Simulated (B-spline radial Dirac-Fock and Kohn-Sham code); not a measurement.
The ion Cr⁵⁺ in the configuration [Ar] 3d1, inside a Watson sphere of charge −5 and radius 1.6 Å that stands in for a crystal. Method: independent-particle rates on relativistic LDA orbitals of the hole state (multipoles to L = 3), energies from Dirac–Fock ΔSCF (computed with a B-spline radial atomic code).

A figure with this caption is to be made: «X-ray emission lines that fill an L2 (2p1/2) hole, broadened by a Gaussian of 0.46 eV full width. Multiplet splitting by the open shell is left out.» What will it show?

The strongest line is L2-M4 (Lβ1) at 599.6 eV with 70.8 % of the photons, then L2-M1 (Lη) at 516.3 eV (29 %), L2-M3 at 553.6 eV (0.048 %). The hole has a width of 0.309 eV and a fluorescence yield of 0.00143.

The result:

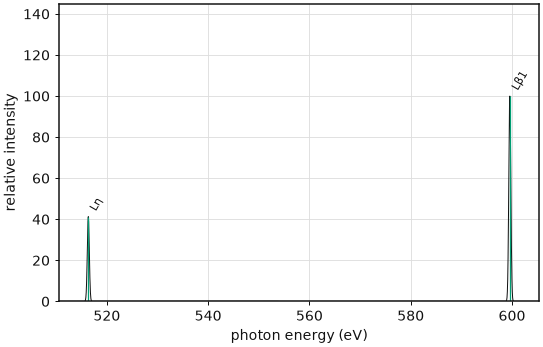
